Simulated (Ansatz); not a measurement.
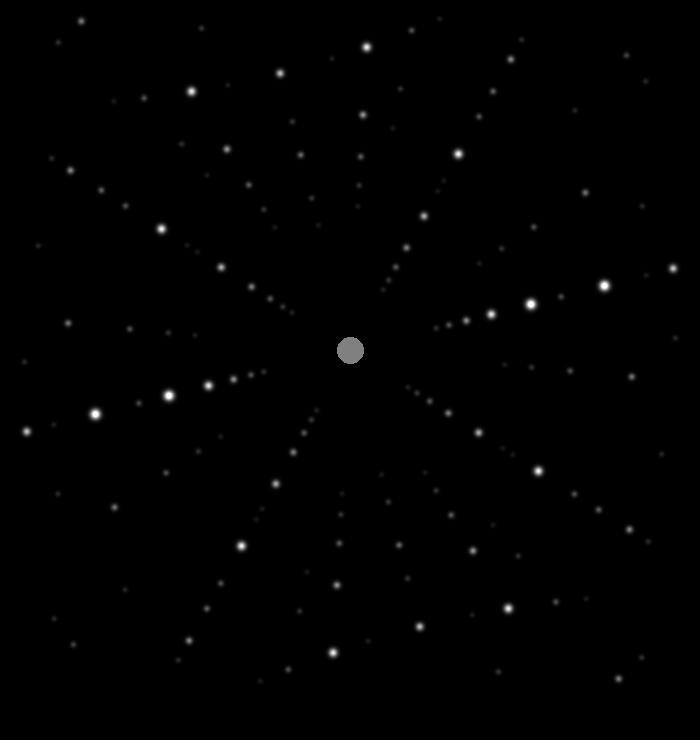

Simulated back-reflection Laue pattern (white X-rays, 0.45 to 2.2 Å, flat plate covering ±45° about the beam, kinematic intensities, seen from the source).

What symmetry does the pattern show?

2mm: a twofold axis with two mirror lines.

The crystal is BeC2, space group I4/mmm (No. 139), a = 3.512 Å, c = 4.651 Å. Structure: the geometry relaxed (final pressure about 6 GPa) with Ansatz, DFT PBE, scalar-relativistic, plane waves, PAW; the starting structure was generated, so it need not be a known form of this composition.

The direction [110] points towards the source.
